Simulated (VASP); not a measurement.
Energy against volume of PbF₂ (fluorite). Method: LDA (Ceperley-Alder, Perdew-Zunger), VASP's LDA PAW potentials (set 64) (plane waves; VASP 6.6.1).

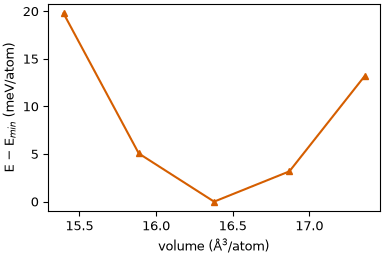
Figure: Energy against volume

### Question
Estimate the equilibrium volume and the bulk modulus.

### Answer
The minimum lies near 16.4 Å³/atom, and the curvature gives B0 of about 88 GPa.

Measured: bulk modulus 64.0 GPa (computed value off by +36.8 %), a 5.940 Å (computed value off by -2.0 %), as given by E. Cadelano et al., The European Physical Journal B (2011), arXiv:1107.5962. The calculation is for a static lattice, while the measured bulk modulus, a hold thermal and zero-point effects, which are part of the difference.

The compound is PbF2 in the fluorite structure, the β form. It was relaxed first, which changed the volume by -6 %.
